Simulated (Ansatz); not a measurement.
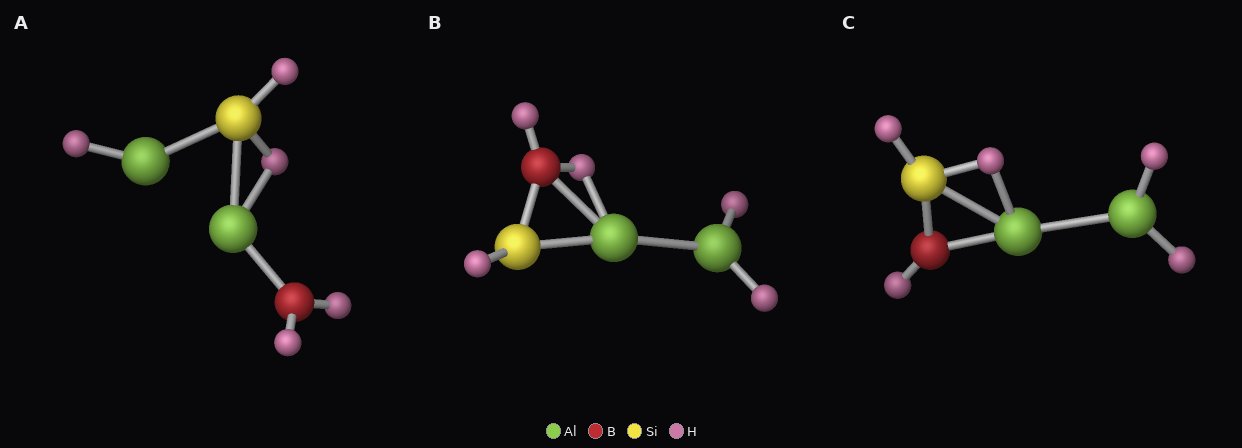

3 stationary structures of one formula. Geometries: PBE0-D4/def2-TZVP. Electronic energies: RHF-CCSD(T) (frozen core)/def2-TZVPP (Ansatz 0.2.0), without zero-point energy. No frequency run is at hand to confirm each as a minimum. Each is one conformer, not always the lowest.

### Which is lowest in energy, and by how much?

B is lowest; C lies 0.203 eV above it, A lies 0.494 eV above it.
